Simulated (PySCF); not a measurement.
Consider C$_{7}$H$_{14}$SSi (SMILES [SiH3]SC1=CCCCCC1).

```yaml
atoms:
  - { symbol: Si, position_ang: [3.8017, 0.3154, 0.3016] }
  - { symbol: S, position_ang: [2.3807, 0.9884, -1.1556] }
  - { symbol: C, position_ang: [0.9118, 0.2567, -0.4217] }
  - { symbol: C, position_ang: [0.0707, 1.0498, 0.2580] }
  - { symbol: C, position_ang: [-1.2406, 0.5975, 0.8354] }
  - { symbol: C, position_ang: [-2.2364, 0.0462, -0.1892] }
  - { symbol: C, position_ang: [-1.9108, -1.3449, -0.7227] }
  - { symbol: C, position_ang: [-0.6068, -1.4845, -1.5005] }
  - { symbol: C, position_ang: [0.6612, -1.2062, -0.6903] }
  - { symbol: H, position_ang: [3.7425, -1.1703, 0.4579] }
  - { symbol: H, position_ang: [5.1481, 0.7136, -0.2048] }
  - { symbol: H, position_ang: [3.5537, 0.9439, 1.6338] }
  - { symbol: H, position_ang: [0.3495, 2.1006, 0.3853] }
  - { symbol: H, position_ang: [-1.0597, -0.1755, 1.6068] }
  - { symbol: H, position_ang: [-1.7012, 1.4456, 1.3636] }
  - { symbol: H, position_ang: [-3.2325, 0.0079, 0.2823] }
  - { symbol: H, position_ang: [-2.3200, 0.7586, -1.0283] }
  - { symbol: H, position_ang: [-1.8911, -2.0532, 0.1265] }
  - { symbol: H, position_ang: [-2.7418, -1.6761, -1.3677] }
  - { symbol: H, position_ang: [-0.6189, -0.8236, -2.3844] }
  - { symbol: H, position_ang: [-0.5479, -2.5153, -1.8874] }
  - { symbol: H, position_ang: [1.5302, -1.6205, -1.2200] }
  - { symbol: H, position_ang: [0.5974, -1.7455, 0.2737] }
```

Geometry: PBE0-D3(BJ)/def2-SVP.

Theory: wB97X-D/def2-SVPD, SCF density, gas phase in PySCF 2.14.0.

Q: What will maps of the electron density and electron localisation function show?

A: C–C (1.34 Å): the density is about 2.3 e/Å³ at the midpoint; the ELF peaks at about 0.90 between the atoms; a short, multiple covalent bond.
C–S (1.80 Å): the density is about 1.3 e/Å³ at the midpoint; the ELF peaks at about 0.90 between the atoms: a shared electron pair.
C–H (1.09 Å): ρ at the midpoint is about 2 e/Å³; the ELF climbs to about 1 towards the hydrogen, as it does in any bond to H: a covalent bond by its length.
C–C (1.50 Å): the density is about 1.7 e/Å³ at the midpoint; the ELF peaks at about 0.95 between the atoms, as expected for a shared electron pair.

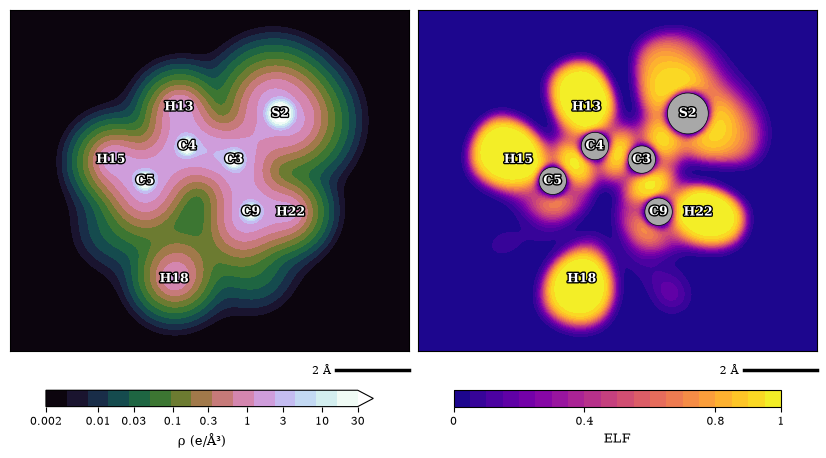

Computed electron density and electron localisation function on the plane of atoms C4, C5 and H15, in this order. Grey discs cover the atomic cores in the ELF map. 
